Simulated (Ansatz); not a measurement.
## ZnSe (zinc blende): map of one atom of the cell

Starting cell, ZnSe (zinc blende):

```xyz
4
Lattice="0.0000 5.7330 5.7330 2.8665 0.0000 2.8665 2.8665 2.8665 0.0000" Properties=species:S:1:pos:R:3 pbc="T T T"
Se     4.2998     4.2998     4.2998
Se     4.2998     7.1663     7.1663
Zn     0.0000     0.0000     0.0000
Zn     0.0000     2.8665     2.8665
```

In this cell atom 2 (Se, nearest neighbour Zn at 2.482 Å; its periodic images, 4.1 Å or more away, move with it) is moved by u·(1.000, 0.000, 0.000) + v·(0.000, 1.000, 0.000); the rest is frozen.

Computed with PBE (plane waves to 420 eV, PAW, scalar-relativistic; Ansatz, a program for electronic structure). k mesh 4×8×8 (Γ-centred), Fermi-Dirac smearing 0.05 eV. E stands for the smeared free energy. Compression counts positive. ZnSe was relaxed with its symmetry unable to fall. The zero of ΔE is the undisplaced structure. Axes are in Å.

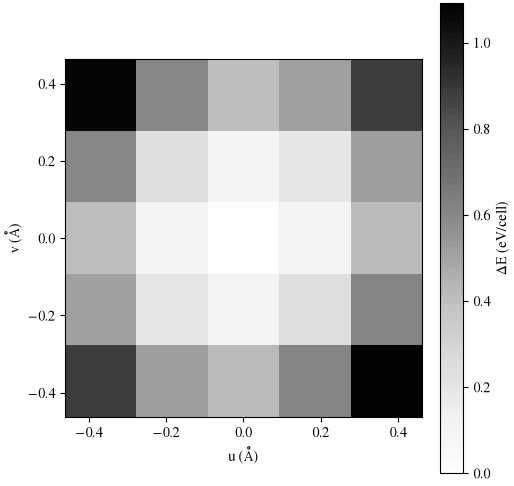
Figure. ΔE (eV/cell) over the 5×5 grid of computed points.

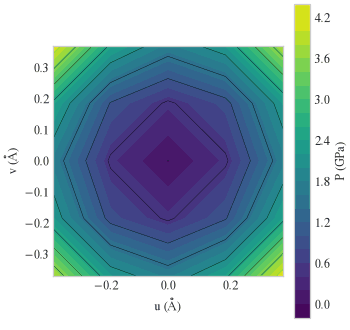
P (GPa) over the 5×5 grid of computed points.

Softest direction at the centre: 45° from u towards v. Lowest place on the grid: u = 0.000 Å, v = 0.000 Å (0 meV/cell). Highest place on the grid: u = 0.370 Å, v = -0.370 Å (1091 meV/cell). Centre of the map: a minimum. Principal force constants in the plane (five-point differences of the forces): 5.6 and 6.9 eV/Å².

(A displaced cell: forces are minus the slopes of the energy, force constants its curvatures, and phonons follow from these.)
